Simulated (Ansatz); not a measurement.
# One shape, several levels: [BPH5]− (SMILES [BH3-]P)

We compute a comparison of 6 runs (HF/STO-3G, B2PLYP/STO-3G, BLYP/STO-3G, SVWN5/STO-3G, RPA@PBE/STO-3G, CCSDTQ/STO-3G) of [BPH5]−. 

Program for the calculation: Ansatz 0.2.0.

1 further run of the same task is left out (set aside as unsound or not needed).

## (1) Starting point

The species is [BPH5]− (7 atoms), meant as a singlet with charge -1. As SMILES, `[BH3-]P`. The H6–P2 distance was set to 2.770 Å, away from the relaxed value. At this shape a bond of the SMILES string is far longer than usual.

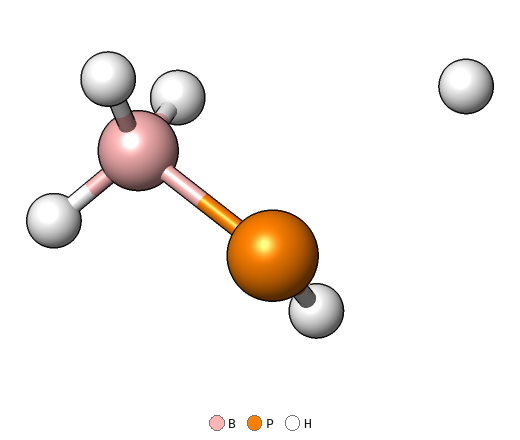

Viewed from a chosen angle; boron pink, phosphorus orange, hydrogen white.

## (2) The energy at HF/STO-3G (run 1)

Contents of job.yaml:

```yaml
crystal:
  periodic: [false, false, false]
  atoms:
    - {symbol: B, position_ang: [-0.027753, -1.819222, -0.339610]}
    - {symbol: P, position_ang: [1.175847, -0.999132, 1.019560]}
    - {symbol: H, position_ang: [-1.105993, -1.943552, 0.198650]}
    - {symbol: H, position_ang: [0.451007, -2.900472, -0.603110]}
    - {symbol: H, position_ang: [-0.079153, -1.093772, -1.306120]}
    - {symbol: H, position_ang: [0.219110, 1.599520, 0.971100]}
    - {symbol: H, position_ang: [2.237127, -0.639292, 0.204920]}
basis:
  gaussian:
    orbitals: STO-3G
total_charge: -1
hamiltonian:
  xc: hf
accuracy: high
```

Command:

```sh
$ ansatz run job.yaml --threads 1 --pin off --max-ram 2610MiB --events-out events.jsonl --progress --plain --runs-dir runs
```

What it wrote:

```text
Warning: RAYON_NUM_THREADS=1 ignored (pool sized by the plan → 1); use --threads N
Functional definition: HF
  name "HF"
  exchange = exact_x
  correlation = 0
331 factors; integrals over basis functions are off by at most 1.3e-8 eV
mean field evaluation 1: about -9896.9763 eV, gradient 1.7e1 eV
mean field evaluation 2: about -9897.0246 eV, gradient 1.7e1 eV
mean field evaluation 4: about -9900.1525 eV, gradient 2.4e0 eV
mean field evaluation 8: about -9900.2006 eV, gradient 7.9e-4 eV
mean field -9900.19557372 eV, -363.8254767406 hartree, gradient 4.6e-8 eV, S^2 0.000000; 0 other end points of the search recorded, 0 dependent functions left out
reference -9900.19557372 eV, -363.8254767406 hartree; 13, 13 occupied and 6, 6 virtual orbitals, 331 factors
Total energy: -9900.19557372 eV, -363.8254767406 hartree
```

Run time: 0.08 s. Hardware: 1 thread of Arm Neoverse V2, shared host.

## (3) The energy at B2PLYP/STO-3G (run 2)

Contents of in.yaml:

```yaml
crystal:
  periodic: [false, false, false]
  atoms:
    - {symbol: B, position_ang: [-0.027753, -1.819222, -0.339610]}
    - {symbol: P, position_ang: [1.175847, -0.999132, 1.019560]}
    - {symbol: H, position_ang: [-1.105993, -1.943552, 0.198650]}
    - {symbol: H, position_ang: [0.451007, -2.900472, -0.603110]}
    - {symbol: H, position_ang: [-0.079153, -1.093772, -1.306120]}
    - {symbol: H, position_ang: [0.219110, 1.599520, 0.971100]}
    - {symbol: H, position_ang: [2.237127, -0.639292, 0.204920]}
basis:
  gaussian:
    orbitals: STO-3G
total_charge: -1
hamiltonian:
  xc: {name: B2PLYP}
correlation:
  frozen_orbitals: {B: 1, H: 0, P: 5}
accuracy: high
```

Command:

```sh
$ ansatz run in.yaml --threads 1 --pin off --max-ram 2610MiB --events-out events.jsonl --progress --plain --runs-dir runs
```

What it wrote, cut to the lines that bear on the results:

```text
Warning: RAYON_NUM_THREADS=1 ignored (pool sized by the plan → 1); use --threads N
Functional definition: B2PLYP
  name "B2PLYP"
[...]
331 factors; integrals over basis functions are off by at most 1.3e-8 eV
[...]
mean field -9917.75301777 eV, -364.4707009087 hartree, gradient 7.3e-8 eV, S^2 0.000000; 0 other end points of the search recorded, 0 dependent functions left out; unrestricted orbitals would lower it
6 core orbitals not correlated: weight in the atoms' cores, before any rotation towards them, 1.000 or more for the frozen orbitals, at most 0.000 for the correlated occupied ones
reference -9917.75303693 eV, -364.4707016128 hartree; 7, 7 occupied and 6, 6 virtual orbitals, 331 factors
second order -5.30548504 eV of doubles, -0.00000000 eV of singles
Total energy: -9919.18551789 eV, -364.5233443172 hartree
```

Run time: 1.5 s. Hardware: 1 thread of Arm Neoverse V2, shared host; peak memory 0.1 GiB.

Runs 3 to 5 aren't shown in full; the table further down has their settings and results.

## (4) The energy at CCSDTQ/STO-3G (run 6)

Contents of run.yaml:

```yaml
crystal:
  periodic: [false, false, false]
  atoms:
    - {symbol: B, position_ang: [-0.027753, -1.819222, -0.339610]}
    - {symbol: P, position_ang: [1.175847, -0.999132, 1.019560]}
    - {symbol: H, position_ang: [-1.105993, -1.943552, 0.198650]}
    - {symbol: H, position_ang: [0.451007, -2.900472, -0.603110]}
    - {symbol: H, position_ang: [-0.079153, -1.093772, -1.306120]}
    - {symbol: H, position_ang: [0.219110, 1.599520, 0.971100]}
    - {symbol: H, position_ang: [2.237127, -0.639292, 0.204920]}
basis:
  gaussian:
    orbitals: STO-3G
total_charge: -1
correlation:
  method: ccsdtq
  frozen_orbitals: {B: 1, H: 0, P: 5}
accuracy: high
scf:
  omitted_lower_state_checks: [cluster_reference, increment]
```

Command:

```sh
$ ansatz run run.yaml --threads 1 --pin off --max-ram 2610MiB --events-out events.jsonl --progress --plain --runs-dir runs
```

What it wrote, cut to the lines that bear on the results:

```text
Warning: RAYON_NUM_THREADS=1 ignored (pool sized by the plan → 1); use --threads N
[... 2 set-up lines as earlier in the session ...]
[...]
331 factors; integrals over basis functions are off by at most 1.3e-8 eV
[...]
mean field -9900.19557372 eV, -363.8254767406 hartree, gradient 4.6e-8 eV, S^2 0.000000; 0 other end points of the search recorded, 0 dependent functions left out; unrestricted orbitals would lower it
6 core orbitals not correlated: weight in the atoms' cores, before any rotation towards them, 1.000 or more for the frozen orbitals, at most 0.000 for the correlated occupied ones
reference -9900.19557372 eV, -363.8254767406 hartree; 7, 7 occupied and 6, 6 virtual orbitals, 331 factors
second order -3.50671650 eV of doubles, -0.00000000 eV of singles
cycle   1  -3.58686052 eV  change    -1.1e0 eV  update   1.4e-1
[...]
cycle  28  -5.63920246 eV  change  -6.5e-10 eV  update  9.1e-10
WARN: these amplitudes may be one of several solutions (largest doubles amplitude 0.66, level shift 6.49 eV)
Total energy: -9905.83477618 eV, -364.0327136087 hartree
Checks for a lower state left out: cluster_reference, increment
```

Wall time 4.5 s (1 thread of Arm Neoverse V2, shared host); peak memory 0.11 GiB.

## (5) All runs side by side

```
run           level  frozen core orbitals  energy (Eh)  wall time
  1       HF/STO-3G                     –  -363.825477     0.08 s
  2   B2PLYP/STO-3G                     6  -364.523344      1.5 s
  3     BLYP/STO-3G                     –  -364.708234      1.1 s
  4    SVWN5/STO-3G                     –  -363.115854      0.7 s
  5  RPA@PBE/STO-3G                     6  -364.083904      1.6 s
  6   CCSDTQ/STO-3G                     6  -364.032714      4.5 s
```

## (6) Outcome

| quantity | value |
| --- | --- |
| run 6: total energy | -364.03271 Eh |
| run 6: correlation energy (6 core orbitals frozen) | -207.2 mEh |
| run 6: T1 diagnostic | 0.069 |

In words: Totals of different functionals can't be ranked against each other. In runs 2, 5, 6 the log says that unrestricted orbitals would lower the reference, so the values rest on an unstable closed-shell determinant (other closed-shell runs at this shape may share the fault). In runs 1, 2, 3, 4, 5, 6 the basis is minimal, so the values are rough. All runs together took 9.5 s, the longest 4.5 s.
